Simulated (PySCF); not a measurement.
# [RuNCl4]-: geometry, NMR shifts and electronic excitations

Wanted: the NMR shifts and electronic excitations of [RuNCl4]- (`[N]#[Ru-]([Cl])([Cl])([Cl])[Cl]`), by calculation.

Programs: PySCF 2.14.0, with density-fitted response routines of our own. Each step states its level of theory. These are calculated values for one molecule in the gas phase, unless marked as measured. Atoms count from 0, in the outputs and in this text.

## 1. The starting structure

6 atoms, charge -1, multiplicity 1; geometry from: GFN2-xTB.

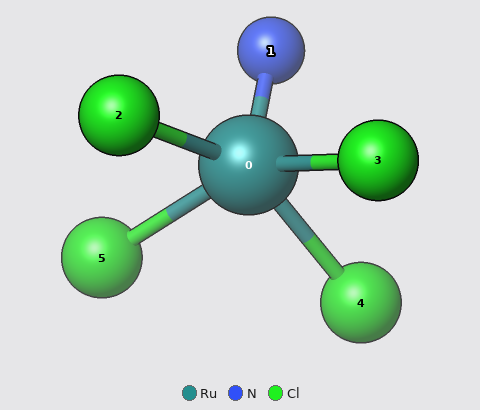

As it starts; ruthenium teal, nitrogen blue, chlorine green, atoms numbered.

## 2. Optimising the geometry at PBE0-D3(BJ)/def2-SVP

The job: settings as JSON, then the geometry in Å.

```
{"job": {"xc": "PBE0", "basis": "def2-SVP", "d3": "d3bj", "grid": 1, "maxiter": 40, "kind": "geom"}, "charge": -1, "multiplicity": 1}
Ru     0.000370    -0.000510     0.148450
N      0.004080    -0.006220     1.792000
Cl     2.201760     0.002470    -0.490210
Cl    -0.001950     2.204600    -0.477430
Cl    -2.204090     0.000930    -0.480170
Cl    -0.000180    -2.201280    -0.492650
```

**Question.** This job is followed by: GIAO PBE0/pcSseg-1 Ru:def2-TZVP NMR shielding, non-relativistic, gas phase; TDDFT B3LYP/def2-SVPD, vertical, gas phase, core orbitals frozen in the response; GIAO wB97X-D/pcSseg-1 Ru:def2-TZVP NMR shielding, non-relativistic, gas phase. Predict these results of the whole session: point group; rotational constants (main isotopes); 15N shifts against NH3 (PBE0/def2-TZVP+pcSseg-1); 35Cl shifts against HCl (PBE0/def2-TZVP+pcSseg-1, means over atoms taken as alike); lowest singlet (B3LYP/def2-SVPD); brightest single state of those computed; lowest triplet; range of the shift of Cl2.

As calculated:

| quantity | value |
| --- | --- |
| point group | C4v |
| rotational constants (main isotopes) | 1.19, 1.19, 0.71 GHz |
| 15N shifts against NH3 (PBE0/def2-TZVP+pcSseg-1) | 901.5 ppm |
| 35Cl shifts against HCl (PBE0/def2-TZVP+pcSseg-1, means over atoms taken as alike) | -2 ppm |
| lowest singlet (B3LYP/def2-SVPD) | 2.54 eV (489 nm), f = 0.000 |
| brightest single state of those computed | state 10, 3.73 eV, f = 0.001 |
| lowest triplet | 2.12 eV |
| range of the shift of Cl2 | -58 to -2 ppm |

In words: Relaxing lowered the energy by 0.230 eV in 5 steps; the close pair that moved most is Ru0–N1, from 1.644 to 1.564 Å. No frequency check was run at this level, so the end point may be a saddle. At PBE0/def2-TZVP+pcSseg-1: The widest tensor belongs to N1: span 1125 ppm, with a paramagnetic part of -969 ppm. The lowest singlet, at 2.54 eV, is HOMO−1→LUMO+2 0.97 and is dark; of the 10 states computed, the strongest absorption comes from state 10 at 3.73 eV (the last computed, so partners may be missing). The lowest triplet lies 0.42 eV below the lowest singlet (triplets in Tamm-Dancoff, singlets in full TDDFT). Across the 2 runs the shift of Cl2 (with its like atoms) moves most, between -58 (wB97X-D/def2-TZVP+pcSseg-1) and -2 ppm (PBE0/def2-TZVP+pcSseg-1). Spin-orbit coupling is left out, which matters for shieldings and couplings at and beside the heavy atoms.
